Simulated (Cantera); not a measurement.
Feed: 1 mol CH2F2, 0.029 mol CH4, 14 mol H2, equilibrated at 2400 Pa.

Method: chemical equilibrium by Gibbs-energy minimisation in Cantera with the NASA 1993 tables (ideal gas, pure condensed phases). Candidate condensed phases: C, C6H6, C7H8, C8H18; 95 gas species. The numbers say what is thermodynamically allowed, not how fast it happens.

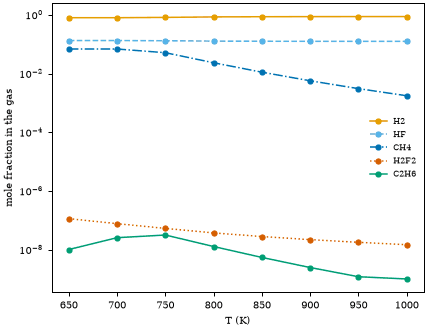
*Equilibrium gas composition (values under 1e-9 drawn at 1e-9)*

### Question
Read off the mole fractions at 850 K.

### Answer
H2 about 0.86, HF about 0.13, CH4 about 0.011, H2F2 about 2.8e-8.
